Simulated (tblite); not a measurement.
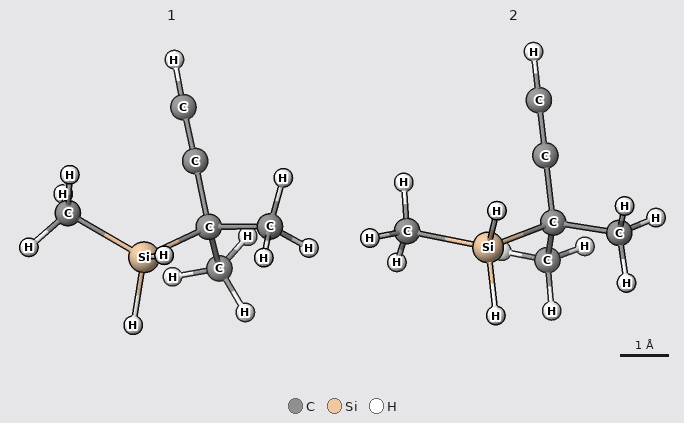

Two geometries of C6H12Si, drawn at one scale. One is the start of a relaxation, the other its converged end. The picture is a ball-and-stick view, seen from a free direction.

Level of theory: tblite 0.8.0, GFN2-xTB geometry optimisation, gas phase. 

Q: Which geometry has the lower energy?

A: Structure 2 is the relaxed one. The largest moves after the best rigid fit, 1.46 Å, are those of H atoms. By element the largest moves are H 1.46 Å, C 0.50 Å, Si 0.36 Å. Among the contacts that change: C–Si 1.825 → 1.928 Å, C–H 1.127 → 1.088 Å, C–Si 1.859 → 1.895 Å, C–C 1.477 → 1.449 Å. Bond angles that change, for instance: C–C–H 102.4° → 110.4°, C–Si–C 115.1° → 109.5°, H–C–H 113.5° → 108.5°. Groups turn about C–C by about 45°, C–Si by about 40°, C–Si by about 35°. After 170 geometry steps the energy has fallen by 66.9 kJ/mol.
